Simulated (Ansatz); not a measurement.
# Is Au-Ag-Au stack of (111) layers a stable metal?, part 2 of 3

Question: is the lattice of Au-Ag-Au stack of (111) layers stable, and if so, what are its coupling constant and resistivity?

Ansatz 0.2.0; DFT PBE, scalar-relativistic, plane waves, PAW; PAW set soft_1.

So far: Set-up; Relaxation.

## Step 3: Tight relaxation

Residual forces and stress shift phonon frequencies, so the cell is relaxed again, with tight thresholds and the mesh and smearing of this input.

Input file input.yaml:

```yaml
crystal:
  lattice:
    - [2.8328754889, -2.8277e-06, 0.0]
    - [-1.4164352956, 2.453343553, 0.0]
    - [0.0, 0.0, 33.2454533171]
  atoms:
    - { symbol: Au, position: [0.0, 0.0, 0.1610427597] }
    - { symbol: Ag, position: [0.3333333333, 0.6666666667, 0.2364643648] }
    - { symbol: Au, position: [0.6666666667, 0.3333333333, 0.3118859698] }
  periodic: [true, true, false]
kpoints:
  mp_grid: { grid: [12, 12, 1] }
hamiltonian:
  xc: pbe
  pseudopotentials: { kind: paw, azcp: { folder: soft_1 } }
scf:
  occupations: { method: methfessel_paxton, width: 0.2 }
output:
  forces: true
  stress: true
  eigenvalues: true
  write_density: true
  write_potential: true
  elf: true
  volumetric_format: npy
relax:
  adjacent_minimum: "off"
  f_tol: 0.001
  max_steps: 60
  cell: { stress_2d_tol: 0.002 }
```

On the command line:

```
$ ansatz run input.yaml --threads 8 --pin off --max-ram 20480MiB --backend cpu --events-out ev --progress --plain --runs-dir out
```

Numbers of over 12 decimals in the logs are rounded to 6 here.

The log of the run:

```text
[the first part of the log is left out]
  E_paw        = -23419.018675  (= ΣΔE_a)
  E_vpaw       = -1293.558172  (= ΣTr[D̂ρ^β])
  E_aug_tail   = 0.003639  (compensation charges beyond the density's cutoff)
  E_ewald      = 117040.485233
  E_smearing   = 0.002172  (= −TS)
  E_closure    = -0.000000  (closes the sum)
  Σ components = -33892.647706   (vs F -33892.647706, Δ=0.00e0)
--- Forces (eV/Å), atoms counted from 1 ---
  atom   1  Au    -0.00000000     0.00000000     0.00003924
  atom   2  Ag     0.00000000     0.00000000     0.00000000
  atom   3  Au     0.00000000    -0.00000000    -0.00003924
  max |Σ_I F_I| component: 4.63e-18 eV/Å
--- 2D stress c σ (N/m, compression-positive) ---
       -0.000472       0.000000       0.000000
       -0.000000      -0.000472       0.000000
        0.000000       0.000000      -0.000000
  P = ½ c Tr σ = -0.0005 N/m
--- Band table (eV; the first three rows and the last of 19) ---
[...]
° read free of the cell's end (the report's vacuum.weakly_bound_levels)
--- Relaxed structure (4 steps of the walk, 3 accepted, 1 SCFs on fresh bases) ---
[...]
cell:  # Å, volume = 230.9526 Å³
    - [2.832240, -2.8270594739045226e-6, 0]
    - [-1.416117, 2.452793, 0]
    - [0, 0, 33.2454533171]
  atoms:
    - { symbol: Au, position: [0, 0, 0.160991] }
    - { symbol: Ag, position: [0.333333, 0.666667, 0.236464] }
    - { symbol: Au, position: [0.666667, 0.333333, 0.311938] }
```

Elapsed: 17 s, on 8 threads of Arm Neoverse N1, shared host; peak memory 0.79 GiB.

Little changed from the start: no atom moved by 0.005 Å and no cell edge by 0.1 %.

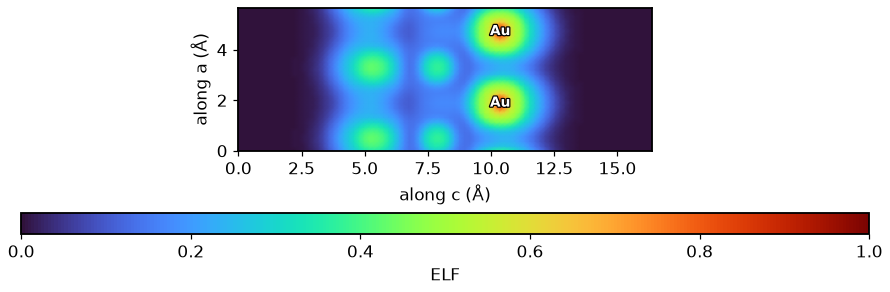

ELF in the ca plane at fractional y = 0.333, with atoms of Au within 0.2 Å of it. It is the smooth field of the valence electrons, not physical close to the nuclei. The far vacuum is left out of the map.

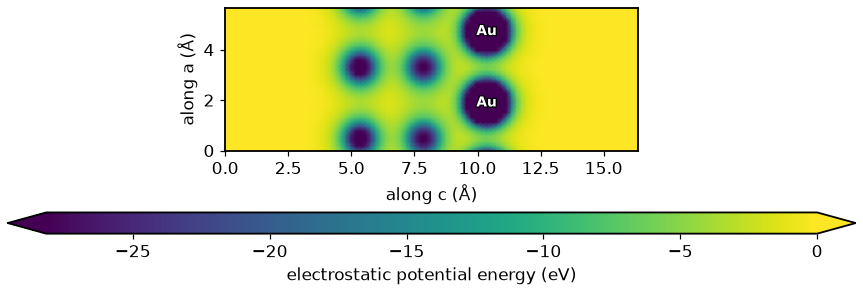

Electrostatic potential energy in the ca plane at fractional y = 0.333, with atoms of Au within 0.2 Å of it. With pseudopotentials it is smooth inside the atoms' cores, unlike the true potential. The far vacuum is left out of the map.

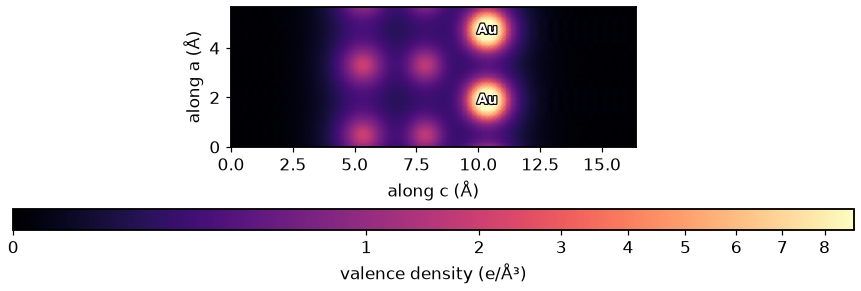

Valence density in the ca plane at fractional y = 0.333, with atoms of Au within 0.2 Å of it. It is the smooth field of the valence electrons, not physical close to the nuclei. The colour scale is stretched toward low values. The far vacuum is left out of the map.

## Step 4: Phonons by linear response: q 2×2×1, k 6×6×1

Before any scattering is computed, the phonons show whether the structure is a minimum.

Input file input.yaml:

```yaml
crystal:
  lattice:
    - [2.8322395931, -2.8271e-06, 0.0]
    - [-1.4161173483, 2.4527928508, 0.0]
    - [0.0, 0.0, 33.2454533171]
  atoms:
    - { symbol: Au, position: [0.0, 0.0, 0.1609911981] }
    - { symbol: Ag, position: [0.3333333333, 0.6666666667, 0.2364643648] }
    - { symbol: Au, position: [0.6666666667, 0.3333333333, 0.3119375315] }
  periodic: [true, true, false]
kpoints:
  mp_grid: { grid: [6, 6, 1] }
hamiltonian:
  xc: pbe
  pseudopotentials: { kind: paw, azcp: { folder: soft_1 } }
scf:
  occupations: { method: methfessel_paxton, width: 0.2 }
output:
  eigenvalues: true
phonons:
  method: dfpt
  qmesh: [2, 2, 1]
  temperatures: { t_max: 1000, t_step: 50 }
  qpath:
    path:
      - [0.0, 0.0, 0.0]
      - [0.5, 0.0, 0.0]
      - [0.33333333, 0.33333333, 0.0]
      - [0.0, 0.0, 0.0]
    npoints: 10
```

The log of the run:

```text
Warning: crystal.symmetry: narrowed to the stabiliser of the run's FFT grids — unitary ops 12 → 6. A phonons.method: dfpt run fills in the rows of the dynamical matrix that it does not solve by its symmetry operations, which is exact only for operations that map its FFT grids onto themselves: filled in by any other, the frequencies could depend on the order in which like atoms are typed, or, by more than the grids' own error, on where the crystal sits among the grids' points. Excluded: 6 operations. The run can therefore solve more perturbations, solve them on more k-points, or both, and cost more. [rest of the remark cut]
[...]
Crystal: 3 atoms, lattice volume = 230.953 Å³
Basis set: ecut = 420 eV, 4551 PW (Γ), exchange–correlation on 40×40×450 points (8 copies of the dense FFT grid, shifted against one another)
Bands: 35, of which v1, the nominal top of the filled ones, is band 29 counted from 1 (28 counted from 0)
Symmetry: 12 space group operations
k-points: 7 of 36 (irreducible under 6 space group operations, time reversal used)
[...]
SCF iter   1: F=—  HF=-33893.243840 eV  |F-HF|=—  |Δ(HF+E_count)|=         —  Δρ=3.34e-2  dr2=2.93e0  ethr=3.10e-3  ⟨swp⟩=15.6  Hψ=1758  notcnv=0
[...]
SCF iter  15: F=-33892.490745 eV  HF=-33892.490745 eV  |F-HF|=0.00e0  |Δ(HF+E_count)|=  2.47e-10  S|Δr|=    0.00e0  Δρ=3.39e-8  dr2=2.07e-12  ethr=1.00e-12  ⟨swp⟩=21.7  Hψ=1985  notcnv=0
SCF 1 converged in 15 iterations: F = -33892.490745 eV  dr2 = 2.07e-12
[...]
phonons: the bands overlap, so this run is a metal and interpolates without the dipole-dipole term. If the crystal is really an insulator or semiconductor, its LO-TO splitting is missing
NSCF: frozen V_eff on 7 k-points
[...]
DFPT response loops at q = (0, 0, 0) (fractional): preconditioner auto → none (partly filled bands, converged f_vac=0.733); β = 0.50; Broyden in place of MSR1
[...]
SCF converged after 15 iterations
Stability not checked: this state was not tested for a lower state beside it, because cold or Methfessel-Paxton smearing, or corrected tetrahedra, fill the levels in a way that the test cannot read (fill_not_monotonic; see scf.lower_state_search)
Free energy (F): -33892.490745 eV
[...]
Internal energy: -33892.470014 eV  (E = F + TS)
E sigma→0 (E₀):  -33892.485563 eV
Entropy (-TS):   -0.020731 eV (-6.910 meV/atom)
Fermi energy:    -4.763197 eV
[...]
--- Band table (eV; the first three rows and the last of 7) ---
  k-point 0: bands = [... 25 lower, -7.5574, -7.5574, -7.4170, -7.4170, -6.8648, -5.0640, -0.7482 (-0.7499°), -0.1773 (-0.2066°), ... 2 higher]
  k-point 1: bands = [... 25 lower, -8.3870, -8.0550, -7.6618, -7.4857, -5.8427, -3.4094, -0.1804 (-0.1814°), 0.5330 (0.5018°), ... 2 higher]
  k-point 2: bands = [... 25 lower, -7.6305, -7.3915, -7.3526, -7.2491, -4.2230, -0.6147, 1.5938 (1.5935°), 2.4431 (2.4412°), ... 2 higher]
  k-point 6: bands = [... 25 lower, -7.7195, -7.7195, -1.7753, -1.7753, -0.4319, 0.2608, 0.2608, 0.5392, ... 2 higher]
  ° read free of the cell's end (the report's vacuum.weakly_bound_levels)
--- Phonons (Γ-DFPT): 6 representative perturbations + reference (Σ response iterations 31) ---
  ASR residual: 6.730e-5 → 0.000e0 eV/Å²; symmetrization residual: 1.614e-4 eV/Å²
  The last average, over the group as it would stand without the narrowing to the FFT grids, took up to 5.524e-6 eV/Å² of the zone centre's force constants
  ASR residual per site (eV/Å²): 3.58e-5 6.73e-5 3.38e-5
  Γ frequencies (cm⁻¹): 0.00 0.00 0.00 15.54 15.54 27.12 44.73 44.73 117.62
--- Phonons (arbitrary-q DFPT): 2 irreducible q on the 2×2×1 mesh ---
  q = [0.0000, 0.0000, 0.0000] (star 1, of the zone-centre solve; hermiticity 3.75e-5, symmetrization 1.87e-5, taken by the last average 1.28e-6): -0.00 -0.00 0.00 15.54 15.54 27.12 44.73 44.73 117.62
  q = [0.0000, -0.5000, 0.0000] (star 3, 9 solved perturbations in 159 linear systems a pass and spin channel, the states on 20 of 36 k-point pairs; hermiticity 6.15e-6, symmetrization 4.33e-6, taken by the last average 3.48e-7): 46.57 48.14 68.70 71.87 81.28 91.86 145.89 150.41 179.52
  sum rule: each row above includes the acoustic sum rule's correction from the zone centre's row sums; it moved no ω² by more than (0.41 cm⁻¹)²
  mesh force constants: q→R imaginary residual 1.01e-17; ASR residual 6.730e-5 → 0.000e0 eV/Å²; symmetrization residual 7.994e-15 eV/Å²
  interpolated dispersion: 31 rows × 9 modes
  density of states and harmonic sums: on the 26×26×1 q-mesh, interpolated from the force constants of a 2×2×1 supercell (no non-analytic term)
  largest difference from the sums on the solved wave vectors: F 1.11e-1 eV, S 1.70e-4 and C_V 5.97e-5 eV/K
  zero-point energy: 0.048572 eV/cell   skipped modes (ω ≤ 0): 8, of them read as no rigid motion or as one in doubt: 5 (5.325e-2 modes/cell left out, lowest -8.72 cm⁻¹)   left out of the sums: 6.41e-3 of the cell's modes: C_V's classical limit lies that fraction below 3 k_B per atom; for a crystal, a wire or a layer, F and S can be off by more, and a phonons.interpolated_qmesh denser along its periods is the remedy for the sampling
```

It took 68 s on 8 threads; peak memory 1.2 GiB.

Numbers from this step:

| Property | Result |
| --- | --- |
| zero point energy | 0.04857 eV/cell |
| share of imaginary modes in the plain interpolation between solved wavevectors | 0.0045 |
| highest frequency, solved or plainly interpolated | 179.5 cm⁻¹ |

Solved on the 2×2×1 mesh alone; all other wavevectors are interpolated. The phonon branches at the labelled points (cm⁻¹):

| point | branch 1 | branch 2 | branch 3 | branch 4 | branch 5 | branch 6 | branch 7 | branch 8 | branch 9 |
| --- | --- | --- | --- | --- | --- | --- | --- | --- | --- |
| Γ | 0 | 0 | 0 | 16 | 16 | 27 | 45 | 45 | 118 |
| M | 47 | 48 | 69 | 72 | 81 | 92 | 146 | 150 | 180 |
| K | 51 | 51 | 70 | 120 | 122 | 122 | 129 | 151 | 151 |
| Γ | 0 | 0 | 0 | 16 | 16 | 27 | 45 | 45 | 118 |

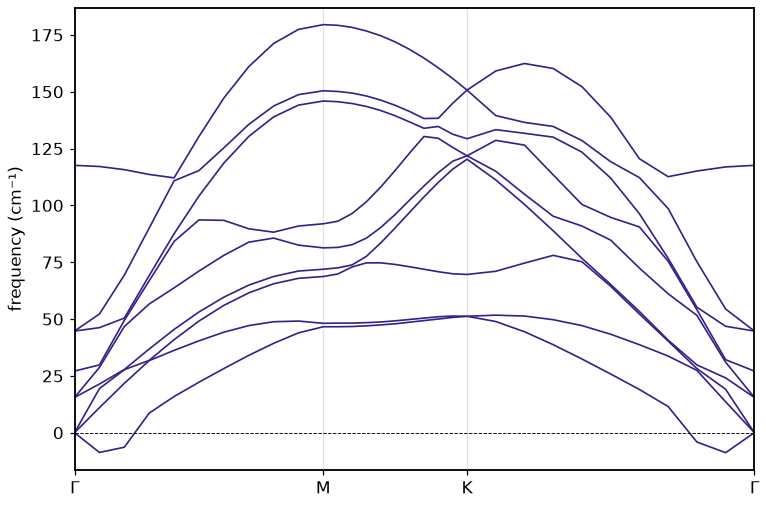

Phonon branches along the path.

The modes has structure finer than the step of the table below, so its rows give means over 20 cm⁻¹, whole bins alone (the curve runs from -18.6 to 194 cm⁻¹). Peaks (cm⁻¹: height): Ag 49.7: 0.0122, 75.2: 0.0430, 92.6: 0.0510, 112.7: 0.0394, 163.6: 0.0312; Au 48.4: 0.145, 73.8: 0.0723, 92.6: 0.0489, 136.8: 0.0638.

Phonopy on the run's constants, 21x21x1 mesh, Gaussian sigma 2.0 cm⁻¹. Table of modes by wavenumber; means over each step; values in 1/cm⁻¹/cell:

| wavenumber (cm⁻¹) | Ag | Au |
| --- | --- | --- |
| 0 | 0.00105 | 0.00383 |
| 20 | 0.00375 | 0.0198 |
| 40 | 0.00711 | 0.0759 |
| 60 | 0.0107 | 0.0488 |
| 80 | 0.0341 | 0.0446 |
| 100 | 0.0281 | 0.0284 |
| 120 | 0.0222 | 0.0282 |
| 140 | 0.0121 | 0.0484 |
| 160 | 0.0212 | 0.00154 |
| 180 | 0.00973 | 1.9e-4 |

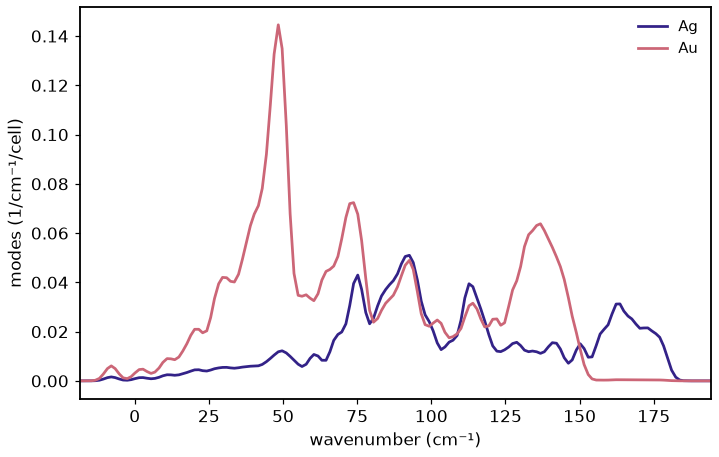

Modes against wavenumber.

No LO-TO term; unit eigenvectors of the mass-weighted matrix. The modes at Γ (shares of kinetic energy by element, %):

| mode | frequency (cm⁻¹) | symmetry | Au % | Ag % |
| --- | --- | --- | --- | --- |
| 1 | 0.0 | unnamed | 79 | 21 |
| 2 | 0.0 | unnamed | 79 | 21 |
| 3 | 0.0 | unnamed | 79 | 21 |
| 4 | 15.5 | Eg | 100 | 0 |
| 5 | 15.5 | Eg | 100 | 0 |
| 6 | 27.1 | A1g | 100 | 0 |
| 7 | 44.7 | Eu | 21 | 79 |
| 8 | 44.7 | Eu | 21 | 79 |
| 9 | 117.6 | A2u | 21 | 79 |

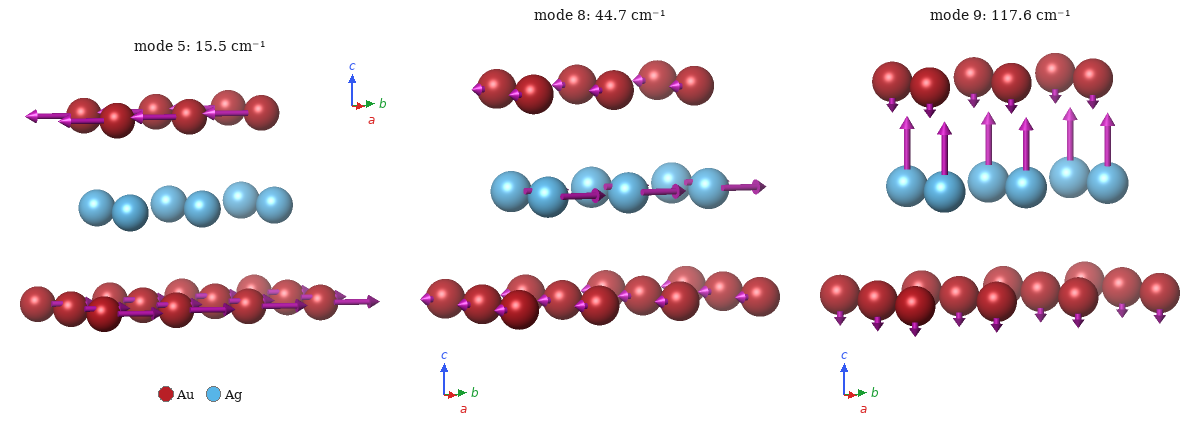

Displacement patterns of modes 5, 8 and 9 at Γ; arrows are exaggerated. 2×3×1 cells are drawn. Some periodic images of atoms are drawn too.

Among the solved wavevectors the lowest mode, translations apart, is 15.5 cm⁻¹, so these are real on this k mesh.

## Step 5: Resistivity: q 3×3×1, k 9×9×1, scattering 18×18×1

Phonons, couplings and the Boltzmann equation in one run.

Edit input.yaml of step 4 so:

```diff
@@ -11,3 +11,3 @@
 kpoints:
-  mp_grid: { grid: [6, 6, 1] }
+  mp_grid: { grid: [9, 9, 1] }
 hamiltonian:
@@ -21,3 +21,3 @@
   method: dfpt
-  qmesh: [2, 2, 1]
+  qmesh: [3, 3, 1]
   temperatures: { t_max: 1000, t_step: 50 }
@@ -30 +30,4 @@
     npoints: 10
+  electrical_resistivity:
+    mesh: [18, 18, 1]
+    temperatures: [20.0, 50.0, 77.0, 100.0, 150.0, 200.0, 300.0, 400.0, 600.0, 800.0]
```

The log of the run:

```text
[the first part of the log is left out]
  E_hartree    = 126908.439767
  E_xc         = -588.313475
  E_vxc        = -722.284868  (∫ρ·V_xc dr)
  E_paw        = -23419.110038  (= ΣΔE_a)
  E_vpaw       = -1293.648814  (= ΣTr[D̂ρ^β])
  E_aug_tail   = 0.003640  (compensation charges beyond the density's cutoff)
  E_ewald      = 117040.485237
  E_smearing   = -0.005823  (= −TS)
  E_closure    = -0.000000  (closes the sum)
  Σ components = -33892.560301   (vs F -33892.560301, Δ=0.00e0)
--- Band table (eV; the first three rows and the last of 12) ---
  k-point 0: bands = ["-110.2711", "-110.2711", "-96.8800", "-61.5812", "-61.5812", "-61.5811", "-61.5811", "-61.5376", "-61.5360", "-60.3288", "-60.2935", "-60.2935", "-13.2557", "-12.7371", "-11.5653", "-9.9181", "-9.6338", "-9.6338", "-9.2799", "-9.2799", "-9.2505", "-9.1989", "-9.1989", "-8.4203", "-8.4203", "-7.4387", "-7.4387", "-7.2998", "-7.2998", "-6.7685", "-4.9724", "-0.6873 (-0.6893°)", "-0.1352 (-0.1690°)", "0.5123", "0.9934"]
  k-point 1: bands = ["-110.2699", "-110.2699", "-96.8782", "-61.6059", "-61.6058", "-61.5874", "-61.5874", "-61.5346", "-61.5331", "-60.3267", "-60.3120", "-60.2982", "-12.8581", "-12.3275", "-11.2710", "-9.8703", "-9.7761", "-9.5721", "-9.4440", "-9.3337", "-9.2605", "-9.0677", "-8.9355", "-8.4420", "-8.3603", "-7.9647", "-7.8116", "-7.4863", "-7.3342", "-6.1621", "-4.1070", "-0.4366 (-0.4382°)", "0.1814 (0.1464°)", "0.8084", "1.3029"]
  k-point 2: bands = ["-110.2667", "-110.2667", "-96.8736", "-61.6682", "-61.6680", "-61.6031", "-61.6031", "-61.5268", "-61.5259", "-60.3588", "-60.3214", "-60.3100", "-11.8889", "-11.4316", "-10.7757", "-10.1432", "-9.8392", "-9.7213", "-9.4040", "-9.1874", "-8.9515", "-8.8297", "-8.7666", "-8.4903", "-8.2147", "-8.1243", "-7.8176", "-7.6152", "-7.4087", "-5.2893", "-2.4275", "0.3350 (0.3342°)", "1.1252 (1.0874°)", "1.7019", "2.2263"]
  k-point 11: bands = ["-110.2590", "-110.2590", "-96.8626", "-61.7291", "-61.7287", "-61.7286", "-61.7286", "-61.5083", "-61.5083", "-60.4044", "-60.4044", "-60.3087", "-10.3164", "-10.3164", "-10.2524", "-9.9199", "-9.9199", "-9.3853", "-9.1343", "-9.1343", "-9.1095", "-9.0902", "-8.5888", "-8.5888", "-7.8490", "-7.6063", "-7.6063", "-1.6631", "-1.6631", "-0.3242", "0.3666", "0.3666", "0.6504", "2.2620", "2.2620"]
  ° read free of the cell's end (the report's vacuum.weakly_bound_levels)
--- Phonons (Γ-DFPT): 6 representative perturbations + reference (Σ response iterations 29) ---
  ASR residual: 7.289e-6 → 0.000e0 eV/Å²; symmetrization residual: 2.521e-7 eV/Å²
  The last average, over the group as it would stand without the narrowing to the FFT grids, took up to 5.310e-8 eV/Å² of the zone centre's force constants
  ASR residual per site (eV/Å²): 7.28e-6 6.26e-6 7.29e-6
  Γ frequencies (cm⁻¹): 0.00 0.00 0.00 19.47 19.47 43.56 43.56 55.56 115.99
--- Phonons (arbitrary-q DFPT): 3 irreducible q on the 3×3×1 mesh ---
  q = [0.0000, 0.0000, 0.0000] (star 1, of the zone-centre solve; hermiticity 6.26e-8, symmetrization 3.01e-8, taken by the last average 1.27e-8): -0.00 -0.00 0.00 19.47 19.47 43.56 43.56 55.56 115.99
  q = [0.0000, 0.3333, 0.0000] (star 6, 9 solved perturbations in 621 linear systems a pass and spin channel, the states on 81 of 81 k-point pairs; hermiticity 3.88e-8, symmetrization 1.26e-8, taken by the last average 4.79e-9): 29.35 50.81 63.15 65.06 85.79 90.62 127.97 132.62 160.15
  q = [0.3333, 0.3333, 0.0000] (star 2, 6 solved perturbations in 300 linear systems a pass and spin channel, the states on 81 of 81 k-point pairs; hermiticity 2.56e-8, symmetrization 6.15e-9, taken by the last average 5.55e-9): 54.81 54.81 74.67 102.31 109.17 109.17 119.92 153.98 153.98
  sum rule: each row above includes the acoustic sum rule's correction from the zone centre's row sums; it moved no ω² by more than (0.13 cm⁻¹)²
  mesh force constants: q→R imaginary residual 0.00e0; ASR residual 7.289e-6 → 0.000e0 eV/Å²; symmetrization residual 6.217e-15 eV/Å²
  interpolated dispersion: 31 rows × 9 modes
  density of states and harmonic sums: on the 27×27×1 q-mesh, interpolated from the force constants of a 3×3×1 supercell (no non-analytic term)
  largest difference from the sums on the solved wave vectors: F 8.18e-2 eV, S 1.09e-4 and C_V 2.70e-5 eV/K
  zero-point energy: 0.048954 eV/cell   skipped modes (ω ≤ 0): 5, of them read as no rigid motion or as one in doubt: 2 (1.646e-2 modes/cell left out, lowest -1.50 cm⁻¹)   left out of the sums: 2.29e-3 of the cell's modes: C_V's classical limit lies that fraction below 3 k_B per atom; for a crystal, a wire or a layer, F and S can be off by more, and a phonons.interpolated_qmesh denser along its periods is the remedy for the sampling
Error: electrical resistivity: the phonon self-energy gives or leaves a mode of imaginary frequency on the scattering mesh, on its own coarse k mesh or nearer the zone's centre than that mesh's first points: phonons.electron_occupations: off takes the phonons by Fourier interpolation alone, which works only if that leaves every mode real on the scattering mesh; apart from that, the mode of lowest frequency at the wavevector [0.0000, 0.0556, 0.0000] is imaginary, -1.17 cm⁻¹ (written negative): every mode at the wavevectors of the force constants' own supercell is real, and this one is interpolated between them; [rest of the remark cut]
The harmonic force constants that this run solved are whole in <dir>
```

Run time: 5 min. Hardware: 8 threads; peak memory 3.3 GiB.

The run ended with an error.

The program's message: “electrical resistivity: the phonon self-energy gives or leaves a mode of imaginary frequency on the scattering mesh, on its own coarse k mesh or nearer the zone's centre than that mesh's first points: …”

The self-energy step leaves a mode imaginary somewhere between the solved wavevectors, and the run stops; that can be an artefact of the interpolation at long waves.

(Continued in part 3 of 3.)

[Logs are printed without paths, hosts, clocks, repeated set-up lines and the standing remarks that a program may print on its own settings, such as how far it seeks lower states.]

[Hosts, paths, dates, database ids (printed as entryN), source tags and the programs' standing remarks are cut or masked in the printed files.]
